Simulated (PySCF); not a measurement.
# C2H11BN2: electronic excitations at several levels of theory

How much do the electronic excitations of C2H11BN2 (`NCC[BH2-][NH3+]`) depend on the level of theory, and what does each level cost?

The runs use PySCF 2.14.0, with density-fitted response routines of our own; the level of theory stands in each step. All values are computed, except where a source is named. Atoms count from 0, in the outputs and in this text.

## Step 1: The starting structure

16 atoms, charge 0, multiplicity 1; geometry from: GFN2-xTB. The atoms were then displaced at random by about 0.01 Å, so the start is not that level's minimum.

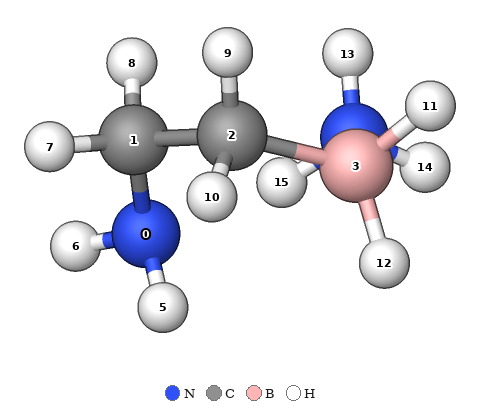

As it starts; nitrogen blue, carbon grey, boron pink, hydrogen white, atoms numbered.

## Step 2: Optimising the geometry at PBE0-D3(BJ)/def2-SVP

Job settings and geometry (Å):

```
{"job": {"xc": "PBE0", "basis": "def2-SVP", "d3": "d3bj", "grid": 1, "shake": 0.01, "kind": "geom"}, "charge": 0, "multiplicity": 1}
N      1.368130     0.809550    -0.450020
C      1.180680    -0.620770    -0.280270
C      0.092330    -0.940060     0.759260
B     -1.190690     0.027910     0.752180
N     -1.317170     0.652050    -0.752500
H      1.466440     1.264190     0.457770
H      2.184160     1.037140    -1.007190
H      2.153360    -1.091260    -0.003520
H      0.899820    -1.016600    -1.237660
H     -0.153090    -1.991200     0.640130
H      0.566620    -0.880730     1.764520
H     -2.225600    -0.581690     0.960990
H     -1.140380     0.975370     1.477620
H     -1.556370    -0.056330    -1.412160
H     -2.001130     1.393610    -0.784110
H     -0.346170     1.016470    -0.874320
```

On the command line:

```sh
> OMP_NUM_THREADS=1 python probes_run.py task.json out
```

The driver reads the jobs from task.json and runs them one after another.

Standard output:

```text
step   0  E = -216.78492555  max force = 0.024783
step   1  E = -216.78922465  max force = 0.005026
step   2  E = -216.78935877  max force = 0.002453
step   3  E = -216.78938816  max force = 0.002042
step   4  E = -216.78939760  max force = 0.001263
step   5  E = -216.78944467  max force = 0.000378
step   6  E = -216.78945675  max force = 0.000220
optimisation converged
```

Run time: 41 s. Hardware: 1 thread of Arm Neoverse V1, shared host; peak memory 0.51 GiB.

Relaxation path:

| step | energy from step 0 (eV) | largest force component (eV/Å) |
| --- | --- | --- |
| 0 | 0.0000 | 1.2744 |
| 1 | -0.1170 | 0.2584 |
| 2 | -0.1206 | 0.1261 |
| 3 | -0.1214 | 0.1050 |
| 4 | -0.1217 | 0.0649 |
| 5 | -0.1230 | 0.0194 |
| 6 | -0.1233 | 0.0113 |

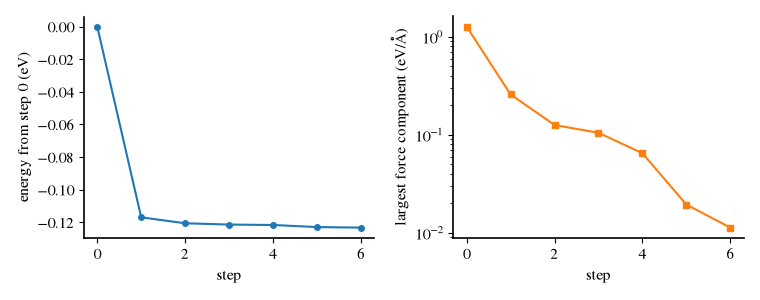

Energy and largest force along the relaxation.

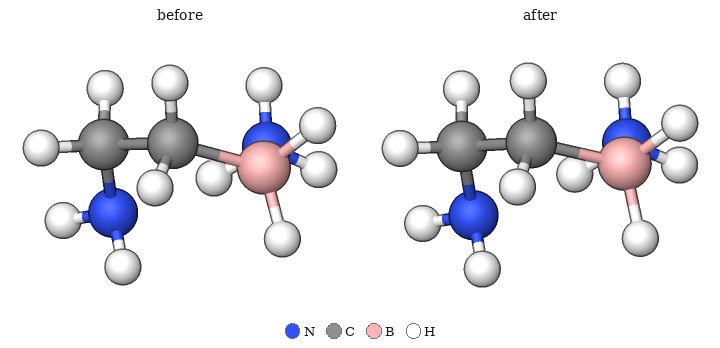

The geometry before (left) and after (right).

Distances of close pairs at the start and the end, largest changes first:

| bond | before (Å) | after (Å) | change (Å) |
| --- | --- | --- | --- |
| B3–H12 | 1.194 | 1.233 | +0.039 |
| C1–H8 | 1.073 | 1.107 | +0.033 |
| C2–B3 | 1.607 | 1.639 | +0.032 |
| N4–H13 | 0.997 | 1.019 | +0.022 |
| C2–H9 | 1.086 | 1.104 | +0.018 |
| N0–C1 | 1.453 | 1.468 | +0.015 |
| B3–H11 | 1.219 | 1.228 | +0.009 |
| C1–C2 | 1.539 | 1.530 | -0.009 |

The next job starts from the end point, and lists it.

| at the end point | value |
| --- | --- |
| point group (found at 0.08 Å tolerance) | C1 |
| rotational constants (GHz, main isotopes) | 6.241, 3.858, 2.874 |
| dipole moment (D) | 4.55 |

## Step 3: Excited states and response: LDA/def2-SVPD

Job settings and geometry (Å):

```
{"job": {"kind": "uv", "xc": "LDA", "basis": "def2-SVPD", "ip": true}, "charge": 0, "multiplicity": 1}
N      1.324336     0.917905    -0.459798
C      1.169194    -0.532201    -0.294572
C      0.062958    -0.872274     0.705632
B     -1.269054     0.080855     0.652576
N     -1.383086     0.702841    -0.845410
H      1.436663     1.359337     0.452591
H      2.155578     1.142363    -1.002936
H      2.121572    -1.026940    -0.016891
H      0.909563    -0.939764    -1.290237
H     -0.186892    -1.938775     0.568959
H      0.476730    -0.805127     1.727933
H     -2.318401    -0.512447     0.889174
H     -1.159844     1.081991     1.364279
H     -1.601189     0.010548    -1.561174
H     -2.083289     1.440219    -0.893040
H     -0.424163     1.094587    -1.011643
```

With the program's defaults for keys left out, this is: TDDFT LDA/def2-SVPD, vertical, gas phase, core orbitals frozen in the response.

Standard output:

```text
coarse grid: 12208 points
cycle   1  E = -214.9118946134  dE =  1.205e-01  |g| = 6.749e-01  |ddm| = 5.569e+00
cycle   2  E = -214.6375034198  dE =  2.744e-01  |g| = 1.221e+00  |ddm| = 3.015e+00
cycle   3  E = -215.0458361781  dE = -4.083e-01  |g| = 9.914e-02  |ddm| = 2.323e+00
cycle   4  E = -215.0482051255  dE = -2.369e-03  |g| = 4.336e-02  |ddm| = 3.039e-01
cycle   5  E = -215.0486167636  dE = -4.116e-04  |g| = 1.895e-02  |ddm| = 8.544e-02
cycle   6  E = -215.0486989626  dE = -8.220e-05  |g| = 4.343e-03  |ddm| = 3.566e-02
cycle   7  E = -215.0487032269  dE = -4.264e-06  |g| = 1.034e-03  |ddm| = 6.855e-03
final grid: 114704 points
cycle   8  E = -215.0957130666  dE = -1.062e-04  |g| = 4.187e-03  |ddm| = 2.354e-01
cycle   9  E = -215.0957049253  dE =  8.141e-06  |g| = 7.182e-03  |ddm| = 1.571e-02
cycle  10  E = -215.0957175672  dE = -1.264e-05  |g| = 4.667e-04  |ddm| = 9.213e-03
cycle  11  E = -215.0957176128  dE = -4.563e-08  |g| = 2.291e-04  |ddm| = 1.170e-03
cycle  12  E = -215.0957176240  dE = -1.121e-08  |g| = 7.377e-05  |ddm| = 3.791e-04
cycle  13  E = -215.0957176251  dE = -1.125e-09  |g| = 1.877e-05  |ddm| = 1.249e-04
cycle  14  E = -215.0957176252  dE = -8.549e-11  |g| = 4.903e-06  |ddm| = 3.309e-05
converged SCF energy = -215.0957176252

Static polarisability (au): isotropic 67.552, principal 61.907 66.481 74.269

Singlet excitations
state   eV       nm        f      main configurations
  1   5.0352    246.2   0.00193   H->L 1.00
  2   5.2639    235.5   0.00117   H-1->L 1.00
  3   5.8887    210.5   0.00417   H->L+1 0.99
  4   6.0506    204.9   0.02143   H-2->L 0.99
  5   6.1133    202.8   0.00243   H-1->L+1 0.99
  6   6.3360    195.7   0.01060   H->L+2 0.99
  7   6.5647    188.9   0.02577   H-1->L+2 0.99
  8   6.6153    187.4   0.01547   H->L+3 0.99
  9   6.8048    182.2   0.01409   H-3->L 0.99
 10   6.8425    181.2   0.00795   H-1->L+3 0.98

Triplet excitations (Tamm-Dancoff, eV): 4.9638 5.1931 5.8053 5.9624
Vertical ionisation energy (delta-SCF) = 8.4970 eV
```

Run time: 96 s. Hardware: 1 thread of Arm Neoverse V1, shared host; peak memory 0.53 GiB.

Frontier orbitals and where they lie:

| orbital | eV | atoms |
| --- | --- | --- |
| HOMO−3 | -7.37 | C2 25 %, N4 15 %, B3 14 % |
| HOMO−2 | -6.63 | N0 31 %, B3 18 %, C2 15 % |
| HOMO−1 | -5.86 | B3 30 %, H12 22 %, C2 14 % |
| HOMO | -5.63 | B3 21 %, N0 17 %, H11 16 % |
| LUMO | -0.62 | B3 18 %, H13 14 %, N4 11 % |
| LUMO+1 | 0.23 | H6 19 %, H5 12 %, N0 11 % |
| LUMO+2 | 0.69 | H8 17 %, H5 10 %, H14 9 % |

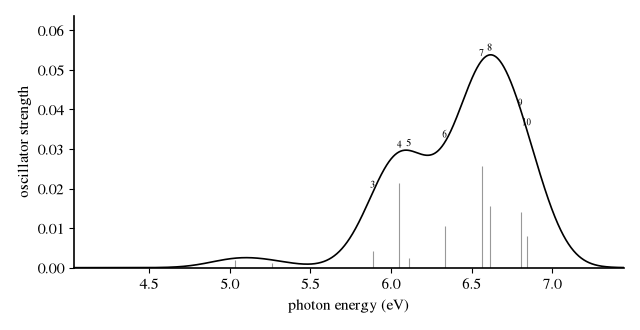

Absorption spectrum from the 10 singlet states computed; above the last one it falls off for lack of states. Lines are broadened to a width of 0.40 eV (Gaussian).

Further results of this job:

| property | computed |
| --- | --- |
| dipole moment (D) | 4.27 |
| polarisability (Å³) | 10.01 |
| HOMO–LUMO gap (eV) | 5.01 |
| −ε(HOMO) (eV) | 5.63 |

## Step 4: Ultraviolet spectrum: PBE/def2-SVPD

The job, as its differences from that of step 3:

```diff
@@ -1,2 +1,2 @@
-{"job": {"kind": "uv", "xc": "LDA", "basis": "def2-SVPD", "ip": true}, "charge": 0, "multiplicity": 1}
+{"job": {"kind": "uv", "xc": "PBE", "basis": "def2-SVPD", "ip": true}, "charge": 0, "multiplicity": 1}
 N      1.324336     0.917905    -0.459798
```

Level: TDDFT PBE/def2-SVPD, vertical, gas phase, core orbitals frozen in the response.

Standard output:

```text
coarse grid: 12208 points
cycle   1  E = -216.6074455858  dE =  1.174e-01  |g| = 6.419e-01  |ddm| = 5.593e+00
cycle   2  E = -216.3797040754  dE =  2.277e-01  |g| = 1.125e+00  |ddm| = 3.083e+00
cycle   3  E = -216.7299725243  dE = -3.503e-01  |g| = 9.869e-02  |ddm| = 2.340e+00
cycle   4  E = -216.7324001853  dE = -2.428e-03  |g| = 3.931e-02  |ddm| = 2.946e-01
cycle   5  E = -216.7327370770  dE = -3.369e-04  |g| = 1.739e-02  |ddm| = 8.839e-02
cycle   6  E = -216.7328068329  dE = -6.976e-05  |g| = 3.952e-03  |ddm| = 3.038e-02
cycle   7  E = -216.7328103793  dE = -3.546e-06  |g| = 9.412e-04  |ddm| = 6.222e-03
final grid: 114704 points
cycle   8  E = -216.7604021711  dE = -7.886e-05  |g| = 1.414e-02  |ddm| = 2.638e-01
cycle   9  E = -216.7602980579  dE =  1.041e-04  |g| = 2.500e-02  |ddm| = 4.838e-02
cycle  10  E = -216.7604516713  dE = -1.536e-04  |g| = 1.164e-03  |ddm| = 3.078e-02
cycle  11  E = -216.7604519889  dE = -3.177e-07  |g| = 4.478e-04  |ddm| = 2.653e-03
cycle  12  E = -216.7604520326  dE = -4.367e-08  |g| = 9.304e-05  |ddm| = 7.600e-04
cycle  13  E = -216.7604520345  dE = -1.913e-09  |g| = 3.207e-05  |ddm| = 1.873e-04
cycle  14  E = -216.7604520348  dE = -2.441e-10  |g| = 8.332e-06  |ddm| = 5.254e-05
converged SCF energy = -216.7604520348

Static polarisability (au): isotropic 66.419, principal 60.856 65.396 73.005

Singlet excitations
state   eV       nm        f      main configurations
  1   5.0548    245.3   0.00222   H->L 1.00
  2   5.2890    234.4   0.00113   H-1->L 1.00
  3   5.8846    210.7   0.00466   H->L+1 0.99
  4   6.0098    206.3   0.02044   H-2->L 0.99
  5   6.1087    203.0   0.00177   H-1->L+1 0.99
  6   6.3317    195.8   0.01020   H->L+2 0.99
  7   6.5747    188.6   0.02295   H-1->L+2 0.99
  8   6.6265    187.1   0.01659   H->L+3 0.99
  9   6.8303    181.5   0.01138   H-3->L 0.61, H-2->L+1 0.37
 10   6.8384    181.3   0.01494   H-2->L+1 0.59, H-3->L 0.38

Triplet excitations (Tamm-Dancoff, eV): 4.9624 5.2074 5.7595 5.9110
Vertical ionisation energy (delta-SCF) = 8.4383 eV
```

It took 2.3 min on 1 thread of Arm Neoverse V1, shared host; peak memory 0.66 GiB.

Key values: HOMO -5.58 eV, LUMO -0.55 eV; lowest singlet 5.05 eV.

## Step 5: Ultraviolet spectrum: B3LYP/def2-SVPD

The job, as its differences from that of step 4:

```diff
@@ -1,2 +1,2 @@
-{"job": {"kind": "uv", "xc": "PBE", "basis": "def2-SVPD", "ip": true}, "charge": 0, "multiplicity": 1}
+{"job": {"kind": "uv", "xc": "B3LYP", "basis": "def2-SVPD", "ip": true}, "charge": 0, "multiplicity": 1}
 N      1.324336     0.917905    -0.459798
```

Method: TDDFT B3LYP/def2-SVPD, vertical, gas phase, core orbitals frozen in the response.

Standard output:

```text
coarse grid: 12208 points
cycle   1  E = -216.9571139700  dE =  1.852e-01  |g| = 5.305e-01  |ddm| = 5.599e+00
cycle   2  E = -216.9120107938  dE =  4.510e-02  |g| = 6.922e-01  |ddm| = 1.811e+00
cycle   3  E = -217.0398270656  dE = -1.278e-01  |g| = 6.747e-02  |ddm| = 1.049e+00
cycle   4  E = -217.0409045391  dE = -1.077e-03  |g| = 2.501e-02  |ddm| = 1.731e-01
cycle   5  E = -217.0410497647  dE = -1.452e-04  |g| = 8.624e-03  |ddm| = 4.788e-02
cycle   6  E = -217.0410665595  dE = -1.679e-05  |g| = 1.998e-03  |ddm| = 1.653e-02
cycle   7  E = -217.0410674540  dE = -8.945e-07  |g| = 4.638e-04  |ddm| = 3.317e-03
final grid: 114704 points
cycle   8  E = -217.0692658942  dE = -6.824e-05  |g| = 5.815e-03  |ddm| = 2.000e-01
cycle   9  E = -217.0692582937  dE =  7.601e-06  |g| = 8.185e-03  |ddm| = 1.915e-02
cycle  10  E = -217.0692741272  dE = -1.583e-05  |g| = 3.028e-04  |ddm| = 9.352e-03
cycle  11  E = -217.0692741371  dE = -9.923e-09  |g| = 2.369e-04  |ddm| = 8.455e-04
cycle  12  E = -217.0692741492  dE = -1.207e-08  |g| = 4.492e-05  |ddm| = 3.200e-04
cycle  13  E = -217.0692741496  dE = -4.454e-10  |g| = 1.102e-05  |ddm| = 1.119e-04
converged SCF energy = -217.0692741496

Static polarisability (au): isotropic 64.164, principal 59.226 63.233 70.034

Singlet excitations
state   eV       nm        f      main configurations
  1   5.7067    217.3   0.00240   H->L 0.98
  2   5.9675    207.8   0.00269   H-1->L 0.98
  3   6.4798    191.3   0.00548   H->L+1 0.73, H-2->L 0.19
  4   6.7542    183.6   0.02853   H-2->L 0.78, H->L+1 0.20
  5   6.9060    179.5   0.00167   H-1->L+1 0.94
  6   6.9759    177.7   0.01203   H->L+2 0.95
  7   7.2280    171.5   0.01837   H->L+3 0.65, H-1->L+2 0.27
  8   7.2822    170.3   0.03132   H-1->L+2 0.68, H->L+3 0.26
  9   7.4717    165.9   0.00748   H-1->L+3 0.80, H-2->L+1 0.11
 10   7.5361    164.5   0.01135   H-2->L+1 0.67, H-1->L+3 0.15, H-3->L 0.09

Triplet excitations (Tamm-Dancoff, eV): 5.5909 5.8728 6.3055 6.6462
Vertical ionisation energy (delta-SCF) = 8.8894 eV
```

It took 2.7 min on 1 thread of Arm Neoverse V1, shared host; peak memory 0.81 GiB.

In short: HOMO -6.74 eV, LUMO -0.13 eV; lowest singlet 5.71 eV.

## Step 6: Ultraviolet spectrum: PBE0/def2-SVPD

The job, as its differences from that of step 5:

```diff
@@ -1,2 +1,2 @@
-{"job": {"kind": "uv", "xc": "B3LYP", "basis": "def2-SVPD", "ip": true}, "charge": 0, "multiplicity": 1}
+{"job": {"kind": "uv", "xc": "PBE0", "basis": "def2-SVPD", "ip": true}, "charge": 0, "multiplicity": 1}
 N      1.324336     0.917905    -0.459798
```

Level: TDDFT PBE0/def2-SVPD, vertical, gas phase, core orbitals frozen in the response.

Standard output:

```text
coarse grid: 12208 points
cycle   1  E = -216.7065207248  dE =  2.009e-01  |g| = 4.799e-01  |ddm| = 5.077e+00
cycle   2  E = -216.6919968640  dE =  1.452e-02  |g| = 5.587e-01  |ddm| = 1.549e+00
cycle   3  E = -216.7759805034  dE = -8.398e-02  |g| = 5.788e-02  |ddm| = 8.511e-01
cycle   4  E = -216.7767651009  dE = -7.846e-04  |g| = 2.086e-02  |ddm| = 1.420e-01
cycle   5  E = -216.7768690417  dE = -1.039e-04  |g| = 6.463e-03  |ddm| = 4.023e-02
cycle   6  E = -216.7768783352  dE = -9.293e-06  |g| = 1.602e-03  |ddm| = 1.226e-02
final grid: 114704 points
cycle   7  E = -216.7966769513  dE = -5.736e-05  |g| = 8.983e-03  |ddm| = 1.760e-01
cycle   8  E = -216.7966643873  dE =  1.256e-05  |g| = 1.163e-02  |ddm| = 2.759e-02
cycle   9  E = -216.7966970740  dE = -3.269e-05  |g| = 3.482e-04  |ddm| = 1.379e-02
cycle  10  E = -216.7966971002  dE = -2.613e-08  |g| = 1.715e-04  |ddm| = 1.185e-03
cycle  11  E = -216.7966971066  dE = -6.430e-09  |g| = 6.359e-05  |ddm| = 3.219e-04
cycle  12  E = -216.7966971075  dE = -8.925e-10  |g| = 8.478e-06  |ddm| = 1.153e-04
converged SCF energy = -216.7966971075

Static polarisability (au): isotropic 63.524, principal 58.561 62.633 69.379

Singlet excitations
state   eV       nm        f      main configurations
  1   5.9617    208.0   0.00249   H->L 0.97
  2   6.2195    199.3   0.00376   H-1->L 0.96
  3   6.7552    183.5   0.00701   H->L+1 0.65, H-2->L 0.23
  4   7.0788    175.1   0.03307   H-2->L 0.71, H->L+1 0.24
  5   7.2121    171.9   0.00281   H-1->L+1 0.85
  6   7.2383    171.3   0.01066   H->L+2 0.89
  7   7.4671    166.0   0.02041   H->L+3 0.60, H-1->L+2 0.28
  8   7.5411    164.4   0.03520   H-1->L+2 0.65, H->L+3 0.27
  9   7.7036    160.9   0.00704   H-1->L+3 0.86
 10   7.8398    158.1   0.02932   H-3->L 0.83

Triplet excitations (Tamm-Dancoff, eV): 5.8214 6.0919 6.5524 6.9375
Vertical ionisation energy (delta-SCF) = 8.8866 eV
```

Wall time 2.9 min (1 thread of Arm Neoverse V1, shared host); peak memory 0.81 GiB.

This run: HOMO -6.91 eV, LUMO 0.19 eV; lowest singlet 5.96 eV.

## Step 7: Ultraviolet spectrum: BHandHLYP/def2-SVPD

The job, as its differences from that of step 6:

```diff
@@ -1,2 +1,2 @@
-{"job": {"kind": "uv", "xc": "PBE0", "basis": "def2-SVPD", "ip": true}, "charge": 0, "multiplicity": 1}
+{"job": {"kind": "uv", "xc": "BHandHLYP", "basis": "def2-SVPD", "ip": true}, "charge": 0, "multiplicity": 1}
 N      1.324336     0.917905    -0.459798
```

Method: TDDFT BHandHLYP/def2-SVPD, vertical, gas phase, core orbitals frozen in the response.

Standard output:

```text
coarse grid: 12208 points
cycle   1  E = -216.8457137962  dE =  3.193e-01  |g| = 4.126e-01  |ddm| = 5.058e+00
cycle   2  E = -216.8742735346  dE = -2.856e-02  |g| = 3.055e-01  |ddm| = 1.158e+00
cycle   3  E = -216.8984732803  dE = -2.420e-02  |g| = 5.395e-02  |ddm| = 5.099e-01
cycle   4  E = -216.8991460236  dE = -6.727e-04  |g| = 1.726e-02  |ddm| = 1.154e-01
cycle   5  E = -216.8992200284  dE = -7.400e-05  |g| = 4.387e-03  |ddm| = 3.249e-02
cycle   6  E = -216.8992245200  dE = -4.492e-06  |g| = 1.017e-03  |ddm| = 9.479e-03
final grid: 114704 points
cycle   7  E = -216.9180450952  dE = -3.075e-05  |g| = 3.342e-03  |ddm| = 1.137e-01
cycle   8  E = -216.9180457002  dE = -6.050e-07  |g| = 3.092e-03  |ddm| = 1.304e-02
cycle   9  E = -216.9180479286  dE = -2.228e-06  |g| = 1.763e-04  |ddm| = 3.770e-03
cycle  10  E = -216.9180479379  dE = -9.287e-09  |g| = 9.395e-05  |ddm| = 7.885e-04
cycle  11  E = -216.9180479403  dE = -2.372e-09  |g| = 1.469e-05  |ddm| = 1.819e-04
cycle  12  E = -216.9180479404  dE = -6.725e-11  |g| = 6.594e-06  |ddm| = 5.298e-05
converged SCF energy = -216.9180479404

Static polarisability (au): isotropic 61.489, principal 57.086 60.675 66.707

Singlet excitations
state   eV       nm        f      main configurations
  1   6.5755    188.6   0.00262   H->L 0.86
  2   6.8752    180.3   0.01071   H-1->L 0.85
  3   7.2876    170.1   0.01145   H->L+1 0.39, H-2->L 0.26, H-1->L 0.08
  4   7.8053    158.8   0.03737   H->L+1 0.31, H->L+3 0.28, H-2->L 0.24
  5   7.8534    157.9   0.01287   H->L+2 0.74, H-2->L 0.14
  6   7.9999    155.0   0.00209   H-1->L+1 0.56, H-1->L+3 0.12, H->L+3 0.09
  7   8.1443    152.2   0.03338   H-1->L+2 0.43, H-1->L+1 0.14, H->L+3 0.12
  8   8.1916    151.4   0.03093   H-1->L+2 0.27, H->L+3 0.25, H-2->L 0.15
  9   8.3646    148.2   0.01400   H-1->L+3 0.53, H-1->L+1 0.10, H->L+3 0.08
 10   8.5333    145.3   0.06326   H-3->L 0.41, H->L+4 0.29

Triplet excitations (Tamm-Dancoff, eV): 6.3816 6.7151 7.0764 7.5825
Vertical ionisation energy (delta-SCF) = 9.2376 eV
```

Wall time 2.8 min (1 thread of Arm Neoverse V1, shared host); peak memory 0.81 GiB.

In short: HOMO -8.22 eV, LUMO 0.69 eV; lowest singlet 6.58 eV.

## Step 8: Ultraviolet spectrum: CAM-B3LYP/def2-SVPD

The job, as its differences from that of step 7:

```diff
@@ -1,2 +1,2 @@
-{"job": {"kind": "uv", "xc": "BHandHLYP", "basis": "def2-SVPD", "ip": true}, "charge": 0, "multiplicity": 1}
+{"job": {"kind": "uv", "xc": "CAM-B3LYP", "basis": "def2-SVPD", "ip": true}, "charge": 0, "multiplicity": 1}
 N      1.324336     0.917905    -0.459798
```

Level: TDDFT CAM-B3LYP/def2-SVPD, vertical, gas phase, core orbitals frozen in the response.

Standard output:

```text
coarse grid: 12208 points
cycle   1  E = -216.8520152364  dE =  3.270e-01  |g| = 4.274e-01  |ddm| = 5.391e+00
cycle   2  E = -216.8743185685  dE = -2.230e-02  |g| = 3.654e-01  |ddm| = 1.200e+00
cycle   3  E = -216.9072149088  dE = -3.290e-02  |g| = 5.144e-02  |ddm| = 5.557e-01
cycle   4  E = -216.9077893126  dE = -5.744e-04  |g| = 1.961e-02  |ddm| = 1.219e-01
cycle   5  E = -216.9078786164  dE = -8.930e-05  |g| = 5.187e-03  |ddm| = 3.511e-02
cycle   6  E = -216.9078849641  dE = -6.348e-06  |g| = 1.279e-03  |ddm| = 1.406e-02
final grid: 114704 points
cycle   7  E = -216.9382248302  dE = -4.766e-05  |g| = 4.676e-03  |ddm| = 1.112e-01
cycle   8  E = -216.9382250730  dE = -2.428e-07  |g| = 4.766e-03  |ddm| = 1.642e-02
cycle   9  E = -216.9382301342  dE = -5.061e-06  |g| = 2.264e-04  |ddm| = 5.545e-03
cycle  10  E = -216.9382301462  dE = -1.198e-08  |g| = 1.571e-04  |ddm| = 1.048e-03
cycle  11  E = -216.9382301524  dE = -6.171e-09  |g| = 2.242e-05  |ddm| = 2.779e-04
cycle  12  E = -216.9382301525  dE = -1.500e-10  |g| = 8.399e-06  |ddm| = 8.311e-05
converged SCF energy = -216.9382301525

Static polarisability (au): isotropic 62.989, principal 58.387 62.111 68.468

Singlet excitations
state   eV       nm        f      main configurations
  1   6.2620    198.0   0.00285   H->L 0.85
  2   6.5708    188.7   0.01097   H-1->L 0.84
  3   6.9762    177.7   0.01104   H->L+1 0.37, H-2->L 0.29, H-1->L 0.09
  4   7.4949    165.4   0.03245   H-2->L 0.39, H->L+1 0.26, H->L+3 0.18
  5   7.5296    164.7   0.01255   H->L+2 0.67, H->L+3 0.09
  6   7.7046    160.9   0.00293   H-1->L+1 0.48, H-1->L+3 0.13, H->L+3 0.11
  7   7.8527    157.9   0.02856   H-1->L+2 0.43, H-1->L+1 0.14, H->L+3 0.08
  8   7.8909    157.1   0.02796   H-1->L+2 0.27, H->L+3 0.24, H-2->L 0.13
  9   8.0772    153.5   0.01667   H-1->L+3 0.43, H-3->L 0.15, H-1->L+1 0.12
 10   8.1972    151.3   0.05302   H-3->L 0.43, H->L+4 0.24, H-1->L+3 0.10

Triplet excitations (Tamm-Dancoff, eV): 6.0760 6.4244 6.7837 7.2935
Vertical ionisation energy (delta-SCF) = 9.1840 eV
```

Wall time 3.2 min (1 thread of Arm Neoverse V1, shared host); peak memory 0.95 GiB.

In short: HOMO -8.35 eV, LUMO 0.83 eV; lowest singlet 6.26 eV.

[end of part 1 of 2]
